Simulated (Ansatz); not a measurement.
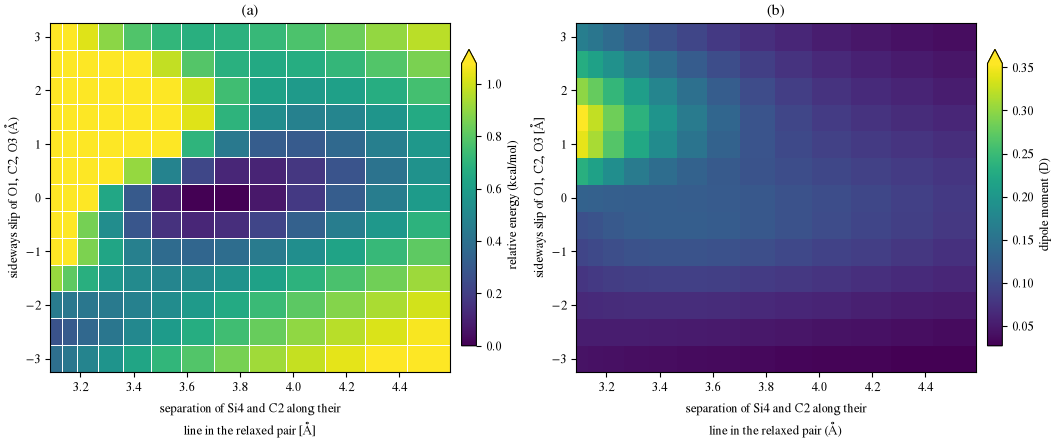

The pair CO₂···H₄Si. The first coordinate is: separation of Si4 and C2 along their line in the relaxed pair; the second: sideways slip of O1, C2, O3. Nothing is relaxed (both partners rigid). The grid has 13 × 13 points. Points are written as (first, second). Energies: kcal/mol, counted from the lowest grid point. Level of theory: RKS PBE0-D4/def2-SVPD (Ansatz 0.2.0).

Panel (a) is the energy; panel (b) is the computed dipole moment, in D.

In the figure: one coloured cell a grid point, one colour for all values above the top of the scale.

How does the dipole moment vary over the map, and what is it at the lowest grid point?

Answer. Leaving out the highest fifth of the energies, it runs from 0.03 D at (4.508 Å, −3.0 Å) to 0.14 D at (3.409 Å, 0.5 Å). At the lowest grid point, (3.766 Å, 0.0 Å), it is 0.12 D.
